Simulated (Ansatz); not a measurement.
**SiN$_{2}$H$_{8}$O: nudged elastic band (part 1 of 2)**

The run: nudged elastic band of SiN$_{2}$H$_{8}$O. Method and program: RKS PBE/6-31G* (Ansatz 0.2.0).

The run did not end well. One setting was made poor on purpose. It belongs to a series of runs on one base structure; here: band between the two ends.

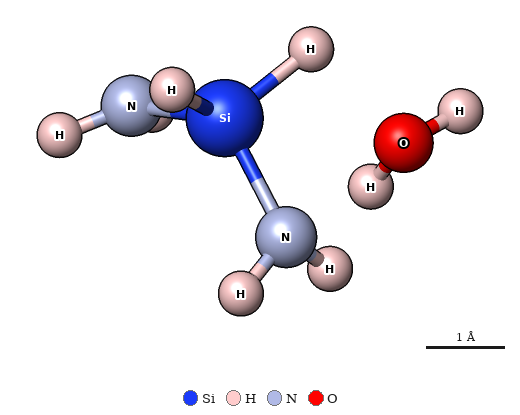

**Figure 1.** The starting structure (ball-and-stick view, seen at a tilt). Bond lengths as drawn: H–N 1.02 Å, H–O 0.98 to 0.99 Å, H–Si 1.49 to 1.50 Å and N–Si 1.74 to 1.77 Å.

The input
```yaml
crystal:
  periodic: [false, false, false]
  atoms:
    - { symbol: Si, position_ang: [0.375318, -0.004015, -0.064172] }
    - { symbol: H, position_ang: [0.50242, -0.169935, 1.416571] }
    - { symbol: "N", position_ang: [2.009251, 0.000846, -0.669339] }
    - { symbol: H, position_ang: [2.676785, -0.70466, -0.356917] }
    - { symbol: H, position_ang: [2.196039, 0.272538, -1.634939] }
    - { symbol: H, position_ang: [-0.229998, 1.278381, -0.524858] }
    - { symbol: "N", position_ang: [-0.806507, -1.243595, -0.529621] }
    - { symbol: H, position_ang: [-0.598332, -2.209277, -0.260716] }
    - { symbol: H, position_ang: [-1.118172, -1.232648, -1.505032] }
    - { symbol: O, position_ang: [-2.88532, 0.05479, 1.070986] }
    - { symbol: H, position_ang: [-2.311112, -0.509041, 0.489867] }
    - { symbol: H, position_ang: [-2.684672, -0.292585, 1.961771] }
basis:
  gaussian: { orbitals: "6-31G*" }
hamiltonian:
  xc: pbe
neb:
  order_check: false
  images: 5
  f_tol: 0.05
  max_iterations: 60
  max_displacement: 0.02
  optimiser: fire
  final_atoms:
    - { symbol: Si, position_ang: [-0.5290768, -0.10353811, -0.80250745] }
    - { symbol: H, position_ang: [0.1385104, 0.31511397, 2.52888454] }
    - { symbol: "N", position_ang: [1.09941695, -0.10805454, -0.20657277] }
    - { symbol: H, position_ang: [1.4235075, -0.86489608, 0.39609818] }
    - { symbol: H, position_ang: [1.54065873, 0.776473, 0.04395733] }
    - { symbol: H, position_ang: [-0.61958454, 1.09646959, -1.69281614] }
    - { symbol: "N", position_ang: [-0.72806487, -1.71033546, -1.44019203] }
    - { symbol: H, position_ang: [-1.64462705, -1.98079934, -1.79812063] }
    - { symbol: H, position_ang: [0.01211928, -2.07288651, -2.04251788] }
    - { symbol: O, position_ang: [-1.81568622, 0.15872404, 0.24890253] }
    - { symbol: H, position_ang: [-1.94287677, -0.57729287, 0.87913871] }
    - { symbol: H, position_ang: [0.19140339, 0.3118213, 3.27934662] }
  initial_path:
    images:
      - { positions_ang: [[0.375318, -0.004015, -0.064172], [0.50242, -0.169935, 1.416571], [2.009251, 0.000846, -0.669339], [2.676785, -0.70466, -0.356917], [2.196039, 0.272538, -1.634939], [-0.229998, 1.278381, -0.524858], [-0.806507, -1.243595, -0.529621], [-0.598332, -2.209277, -0.260716], [-1.118172, -1.232648, -1.505032], [-2.88532, 0.05479, 1.070986], [-2.311112, -0.509041, 0.489867], [-2.684672, -0.292585, 1.961771]] }
      - { positions_ang: [[0.25212414, -0.00423268, -0.04003691], [0.33636487, -0.12719198, 1.55033189], [1.91361676, -0.0052373, -0.64517562], [2.52025981, -0.78267754, -0.50329346], [2.20971557, 0.48052136, -1.33994556], [-0.37468456, 1.25437947, -0.50118215], [-0.82854035, -1.31717661, -0.56261018], [-0.87126196, -2.16833525, -0.1621858], [-1.02548666, -1.38610176, -1.55770738], [-2.54807095, 0.03988615, 0.92446639], [-2.34986171, -0.53927655, 0.3422688], [-2.10847497, -0.20375831, 1.88867097]] }
      - { positions_ang: [[0.12893029, -0.00445036, -0.01590181], [0.17030974, -0.08444897, 1.68409279], [1.81798253, -0.0113206, -0.62101225], [2.36373463, -0.86069508, -0.64966992], [2.22339214, 0.68850472, -1.04495212], [-0.51937112, 1.23037794, -0.4775063], [-0.85057371, -1.39075822, -0.59559936], [-1.14419192, -2.1273935, -0.06365561], [-0.93280133, -1.53955552, -1.61038276], [-2.21082191, 0.0249823, 0.77794678], [-2.38861141, -0.56951209, 0.19467061], [-1.53227794, -0.11493163, 1.81557094]] }
      - { positions_ang: [[0.00573643, -0.00466804, 0.00823328], [0.00425461, -0.04170595, 1.81785368], [1.72234829, -0.0174039, -0.59684887], [2.20720944, -0.93871262, -0.79604638], [2.23706871, 0.89648808, -0.74995868], [-0.66405768, 1.20637641, -0.45383045], [-0.87260706, -1.46433983, -0.62858853], [-1.41712187, -2.08645175, 0.03487459], [-0.84011599, -1.69300928, -1.66305813], [-1.87357286, 0.01007845, 0.63142718], [-2.42736112, -0.59974764, 0.04707241], [-0.9560809, -0.02610494, 1.7424709]] }
      - { positions_ang: [[-0.17253465, -0.03762473, -0.26201363], [0.04900654, 0.07723402, 2.05486397], [1.51470451, -0.04762078, -0.46675684], [1.94597546, -0.9141071, -0.39866486], [2.00493205, 0.85648305, -0.48532001], [-0.6492333, 1.16974081, -0.86682568], [-0.82442633, -1.54633838, -0.89912303], [-1.49295693, -2.05123428, -0.57612382], [-0.55603757, -1.81963502, -1.78954472], [-1.85427731, 0.05962698, 0.50391896], [-2.26586634, -0.59226271, 0.32442785], [-0.57358614, 0.08653714, 2.25476281]] }
      - { positions_ang: [[-0.35080572, -0.07058142, -0.53226054], [0.09375847, 0.196174, 2.29187425], [1.30706073, -0.07783766, -0.33666481], [1.68474148, -0.88950159, -0.00128334], [1.77279539, 0.81647803, -0.22068134], [-0.63440892, 1.1331052, -1.27982091], [-0.7762456, -1.62833692, -1.16965753], [-1.56879199, -2.01601681, -1.18712222], [-0.27195915, -1.94626077, -1.9160313], [-1.83498176, 0.10917551, 0.37641075], [-2.10437155, -0.58477779, 0.60178328], [-0.19109137, 0.19917922, 2.76705471]] }
      - { positions_ang: [[-0.5290768, -0.10353811, -0.80250745], [0.1385104, 0.31511397, 2.52888454], [1.09941695, -0.10805454, -0.20657277], [1.4235075, -0.86489608, 0.39609818], [1.54065873, 0.776473, 0.04395733], [-0.61958454, 1.09646959, -1.69281614], [-0.72806487, -1.71033546, -1.44019203], [-1.64462705, -1.98079934, -1.79812063], [0.01211928, -2.07288651, -2.04251788], [-1.81568622, 0.15872404, 0.24890253], [-1.94287677, -0.57729287, 0.87913871], [0.19140339, 0.3118213, 3.27934662]] }
```

Command:
```bash
ansatz run input.yaml --threads 1 --pin off --max-ram 2048MiB --backend cpu --events-out ev --progress --plain --runs-dir out
```

What the program printed
```
Engine: ansatz 0.2.0, aarch64-unknown-linux-gnu
Functional definition: PBE
  parameter kappa = 0.804
  parameter beta = 0.06672455060314922
  exchange = pbe_x(kappa = kappa, mu = beta*pi^2/3)
  correlation = pbe_c(beta = beta)
1069 factors; their error is unknown
mean field evaluation 1: about -13008.6133 eV, gradient 9.4e1 eV
mean field evaluation 2: about -12968.8767 eV, gradient 1.6e2 eV
mean field evaluation 4: about -13024.8469 eV, gradient 1.3e1 eV
mean field evaluation 8: about -13025.1935 eV, gradient 3.6e-1 eV
mean field evaluation 16: about -13025.1342 eV, gradient 2.9e-4 eV
mean field -13025.13419795 eV, -478.6648530217 hartree, gradient 4.7e-5 eV, S^2 0.000000; 0 other end points of the search recorded, 0 dependent functions left out
the calculation of the forces begins
reference -13025.13423100 eV, -478.6648542362 hartree; 22, 22 occupied and 58, 58 virtual orbitals, 1069 factors
1069 factors; their error is unknown
mean field evaluation 32: about -13025.9084 eV, gradient 2.0e-3 eV
mean field -13025.90844500 eV, -478.6933060761 hartree, gradient 4.5e-5 eV, S^2 0.000000; 0 other end points of the search recorded, 0 dependent functions left out
[... from here on the field's lines of each further geometry are left out, up to the last ...]
NEB iter   1: max|band force component| = 1.788e1 eV/Å  barrier→ = 4.2161 eV  barrier← = 4.9904 eV  Δτ_max = 0.0200 Å  (189 SCF iters)
NEB iter   2: max|band force component| = 1.213e1 eV/Å  barrier→ = 4.1694 eV  barrier← = 4.9437 eV  Δτ_max = 0.0200 Å  (141 SCF iters)
NEB iter   3: max|band force component| = 7.755e0 eV/Å  barrier→ = 4.1040 eV  barrier← = 4.8783 eV  Δτ_max = 0.0200 Å  (146 SCF iters)
NEB iter   4: max|band force component| = 5.872e0 eV/Å  barrier→ = 4.0182 eV  barrier← = 4.7925 eV  Δτ_max = 0.0200 Å  (148 SCF iters)
NEB iter   5: max|band force component| = 4.549e0 eV/Å  barrier→ = 3.9159 eV  barrier← = 4.6902 eV  Δτ_max = 0.0200 Å  (149 SCF iters)
NEB iter   6: max|band force component| = 3.882e0 eV/Å  barrier→ = 3.7951 eV  barrier← = 4.5694 eV  Δτ_max = 0.0200 Å  (147 SCF iters)
NEB iter   7: max|band force component| = 3.370e0 eV/Å  barrier→ = 3.6531 eV  barrier← = 4.4273 eV  Δτ_max = 0.0200 Å  (148 SCF iters)
NEB iter   8: max|band force component| = 2.762e0 eV/Å  barrier→ = 3.5067 eV  barrier← = 4.2809 eV  Δτ_max = 0.0200 Å  (149 SCF iters)
NEB iter   9: max|band force component| = 2.102e0 eV/Å  barrier→ = 3.3555 eV  barrier← = 4.1297 eV  Δτ_max = 0.0200 Å  (152 SCF iters)
NEB iter  10: max|band force component| = 1.450e0 eV/Å  barrier→ = 3.1920 eV  barrier← = 3.9662 eV  Δτ_max = 0.0200 Å  (150 SCF iters)
NEB iter  11: max|band force component| = 1.213e0 eV/Å  barrier→ = 3.0222 eV  barrier← = 3.7965 eV  Δτ_max = 0.0200 Å  (148 SCF iters)
NEB iter  12: max|band force component| = 1.057e0 eV/Å  barrier→ = 2.8752 eV  barrier← = 3.6494 eV  Δτ_max = 0.0200 Å  (148 SCF iters)
NEB iter  13: max|band force component| = 9.129e-1 eV/Å  barrier→ = 2.7513 eV  barrier← = 3.5256 eV  Δτ_max = 0.0190 Å  (148 SCF iters)
NEB iter  14: max|band force component| = 7.927e-1 eV/Å  barrier→ = 2.6498 eV  barrier← = 3.4240 eV  Δτ_max = 0.0200 Å  (149 SCF iters)
NEB iter  15: max|band force component| = 7.333e-1 eV/Å  barrier→ = 2.5546 eV  barrier← = 3.3289 eV  Δτ_max = 0.0163 Å  (149 SCF iters)
NEB iter  16: max|band force component| = 6.811e-1 eV/Å  barrier→ = 2.4863 eV  barrier← = 3.2605 eV  Δτ_max = 0.0200 Å  (143 SCF iters)
NEB iter  17: max|band force component| = 6.213e-1 eV/Å  barrier→ = 2.4088 eV  barrier← = 3.1831 eV  Δτ_max = 0.0136 Å  (150 SCF iters)
NEB iter  18: max|band force component| = 5.859e-1 eV/Å  barrier→ = 2.3597 eV  barrier← = 3.1339 eV  Δτ_max = 0.0200 Å  (139 SCF iters)
NEB iter  19: max|band force component| = 5.337e-1 eV/Å  barrier→ = 2.2916 eV  barrier← = 3.0658 eV  Δτ_max = 0.0112 Å  (149 SCF iters)
NEB iter  20: max|band force component| = 5.045e-1 eV/Å  barrier→ = 2.2543 eV  barrier← = 3.0286 eV  Δτ_max = 0.0200 Å  (135 SCF iters)
NEB iter  21: max|band force component| = 5.754e-1 eV/Å  barrier→ = 2.1907 eV  barrier← = 2.9649 eV  CI = image 3  Δτ_max = 0.0124 Å  (148 SCF iters)
NEB iter  22: max|band force component| = 5.768e-1 eV/Å  barrier→ = 2.1872 eV  barrier← = 2.9614 eV  CI = image 3  Δτ_max = 0.0200 Å  (135 SCF iters)
NEB iter  23: max|band force component| = 5.611e-1 eV/Å  barrier→ = 2.1796 eV  barrier← = 2.9539 eV  CI = image 3  Δτ_max = 0.0110 Å  (133 SCF iters)
NEB iter  24: max|band force component| = 5.362e-1 eV/Å  barrier→ = 2.1726 eV  barrier← = 2.9468 eV  CI = image 3  Δτ_max = 0.0200 Å  (121 SCF iters)
NEB iter  25: max|band force component| = 4.894e-1 eV/Å  barrier→ = 2.1569 eV  barrier← = 2.9312 eV  CI = image 3  Δτ_max = 0.0092 Å  (135 SCF iters)
NEB iter  26: max|band force component| = 4.694e-1 eV/Å  barrier→ = 2.1464 eV  barrier← = 2.9207 eV  CI = image 3  Δτ_max = 0.0179 Å  (120 SCF iters)
NEB iter  27: max|band force component| = 4.199e-1 eV/Å  barrier→ = 2.1239 eV  barrier← = 2.8981 eV  CI = image 3  Δτ_max = 0.0200 Å  (135 SCF iters)
NEB iter  28: max|band force component| = 4.464e-1 eV/Å  barrier→ = 2.0948 eV  barrier← = 2.8690 eV  CI = image 3  Δτ_max = 0.0066 Å  (142 SCF iters)
NEB iter  29: max|band force component| = 4.584e-1 eV/Å  barrier→ = 2.0816 eV  barrier← = 2.8558 eV  CI = image 3  Δτ_max = 0.0133 Å  (120 SCF iters)
NEB iter  30: max|band force component| = 4.730e-1 eV/Å  barrier→ = 2.0552 eV  barrier← = 2.8294 eV  CI = image 3  Δτ_max = 0.0200 Å  (127 SCF iters)
NEB iter  31: max|band force component| = 4.814e-1 eV/Å  barrier→ = 2.0168 eV  barrier← = 2.7910 eV  CI = image 3  Δτ_max = 0.0070 Å  (142 SCF iters)
NEB iter  32: max|band force component| = 4.743e-1 eV/Å  barrier→ = 2.0048 eV  barrier← = 2.7790 eV  CI = image 3  Δτ_max = 0.0138 Å  (121 SCF iters)
NEB iter  33: max|band force component| = 4.706e-1 eV/Å  barrier→ = 1.9817 eV  barrier← = 2.7559 eV  CI = image 3  Δτ_max = 0.0200 Å  (129 SCF iters)
NEB iter  34: max|band force component| = 4.739e-1 eV/Å  barrier→ = 1.9505 eV  barrier← = 2.7247 eV  CI = image 3  Δτ_max = 0.0068 Å  (134 SCF iters)
NEB iter  35: max|band force component| = 4.644e-1 eV/Å  barrier→ = 1.9413 eV  barrier← = 2.7155 eV  CI = image 3  Δτ_max = 0.0135 Å  (119 SCF iters)
NEB iter  36: max|band force component| = 4.542e-1 eV/Å  barrier→ = 1.9237 eV  barrier← = 2.6980 eV  CI = image 3  Δτ_max = 0.0200 Å  (128 SCF iters)
NEB iter  37: max|band force component| = 4.471e-1 eV/Å  barrier→ = 1.8997 eV  barrier← = 2.6739 eV  CI = image 3  Δτ_max = 0.0064 Å  (135 SCF iters)
NEB iter  38: max|band force component| = 4.356e-1 eV/Å  barrier→ = 1.8928 eV  barrier← = 2.6670 eV  CI = image 3  Δτ_max = 0.0127 Å  (118 SCF iters)
NEB iter  39: max|band force component| = 4.212e-1 eV/Å  barrier→ = 1.8796 eV  barrier← = 2.6538 eV  CI = image 3  Δτ_max = 0.0188 Å  (127 SCF iters)
NEB iter  40: max|band force component| = 4.083e-1 eV/Å  barrier→ = 1.8609 eV  barrier← = 2.6352 eV  CI = image 3  Δτ_max = 0.0200 Å  (132 SCF iters)
NEB iter  41: max|band force component| = 3.915e-1 eV/Å  barrier→ = 1.8422 eV  barrier← = 2.6164 eV  CI = image 3  Δτ_max = 0.0057 Å  (133 SCF iters)
NEB iter  42: max|band force component| = 3.753e-1 eV/Å  barrier→ = 1.8370 eV  barrier← = 2.6113 eV  CI = image 3  Δτ_max = 0.0111 Å  (120 SCF iters)
NEB iter  43: max|band force component| = 3.650e-1 eV/Å  barrier→ = 1.8269 eV  barrier← = 2.6011 eV  CI = image 3  Δτ_max = 0.0166 Å  (124 SCF iters)
NEB iter  44: max|band force component| = 3.493e-1 eV/Å  barrier→ = 1.8119 eV  barrier← = 2.5862 eV  CI = image 3  Δτ_max = 0.0200 Å  (130 SCF iters)
NEB iter  45: max|band force component| = 3.289e-1 eV/Å  barrier→ = 1.7941 eV  barrier← = 2.5684 eV  CI = image 3  Δτ_max = 0.0049 Å  (132 SCF iters)
NEB iter  46: max|band force component| = 3.309e-1 eV/Å  barrier→ = 1.7896 eV  barrier← = 2.5638 eV  CI = image 3  Δτ_max = 0.0098 Å  (113 SCF iters)
NEB iter  47: max|band force component| = 3.248e-1 eV/Å  barrier→ = 1.7806 eV  barrier← = 2.5548 eV  CI = image 3  Δτ_max = 0.0146 Å  (126 SCF iters)
NEB iter  48: max|band force component| = 3.039e-1 eV/Å  barrier→ = 1.7674 eV  barrier← = 2.5416 eV  CI = image 3  Δτ_max = 0.0191 Å  (133 SCF iters)
NEB iter  49: max|band force component| = 2.794e-1 eV/Å  barrier→ = 1.7505 eV  barrier← = 2.5248 eV  CI = image 3  Δτ_max = 0.0200 Å  (133 SCF iters)
NEB iter  50: max|band force component| = 2.633e-1 eV/Å  barrier→ = 1.7331 eV  barrier← = 2.5074 eV  CI = image 3  Δτ_max = 0.0040 Å  (150 SCF iters)
NEB iter  51: max|band force component| = 2.652e-1 eV/Å  barrier→ = 1.7295 eV  barrier← = 2.5038 eV  CI = image 3  Δτ_max = 0.0080 Å  (114 SCF iters)
NEB iter  52: max|band force component| = 2.629e-1 eV/Å  barrier→ = 1.7226 eV  barrier← = 2.4968 eV  CI = image 3  Δτ_max = 0.0120 Å  (125 SCF iters)
NEB iter  53: max|band force component| = 2.512e-1 eV/Å  barrier→ = 1.7124 eV  barrier← = 2.4867 eV  CI = image 3  Δτ_max = 0.0158 Å  (132 SCF iters)
NEB iter  54: max|band force component| = 2.333e-1 eV/Å  barrier→ = 1.6996 eV  barrier← = 2.4738 eV  CI = image 3  Δτ_max = 0.0194 Å  (132 SCF iters)
NEB iter  55: max|band force component| = 2.175e-1 eV/Å  barrier→ = 1.6844 eV  barrier← = 2.4587 eV  CI = image 3  Δτ_max = 0.0200 Å  (146 SCF iters)
NEB iter  56: max|band force component| = 2.069e-1 eV/Å  barrier→ = 1.6696 eV  barrier← = 2.4439 eV  CI = image 3  Δτ_max = 0.0032 Å  (145 SCF iters)
NEB iter  57: max|band force component| = 2.073e-1 eV/Å  barrier→ = 1.6672 eV  barrier← = 2.4415 eV  CI = image 3  Δτ_max = 0.0064 Å  (110 SCF iters)
NEB iter  58: max|band force component| = 2.064e-1 eV/Å  barrier→ = 1.6626 eV  barrier← = 2.4368 eV  CI = image 3  Δτ_max = 0.0097 Å  (120 SCF iters)
NEB iter  59: max|band force component| = 2.030e-1 eV/Å  barrier→ = 1.6559 eV  barrier← = 2.4301 eV  CI = image 3  Δτ_max = 0.0127 Å  (134 SCF iters)
the calculation of the forces begins
reference -13025.03612276 eV, -478.6612488247 hartree; 22, 22 occupied and 58, 58 virtual orbitals, 1069 factors
these checks for a lower state are left out or cut short: starts, cluster_reference, orbital_swaps, neighbouring_geometries, increment
1069 factors; their error is unknown
mean field evaluation 2080: about -13025.6972 eV, gradient 2.6e-1 eV
mean field -13025.69751589 eV, -478.6855545742 hartree, gradient 1.7e-5 eV, S^2 0.000000; 0 other end points of the search recorded, 0 dependent functions left out
the calculation of the forces begins
reference -13025.69754929 eV, -478.6855558013 hartree; 22, 22 occupied and 58, 58 virtual orbitals, 1069 factors
NEB iter  60: max|band force component| = 1.985e-1 eV/Å  barrier→ = 1.6473 eV  barrier← = 2.4216 eV  CI = image 3  Δτ_max = 0.0156 Å  (133 SCF iters)
```
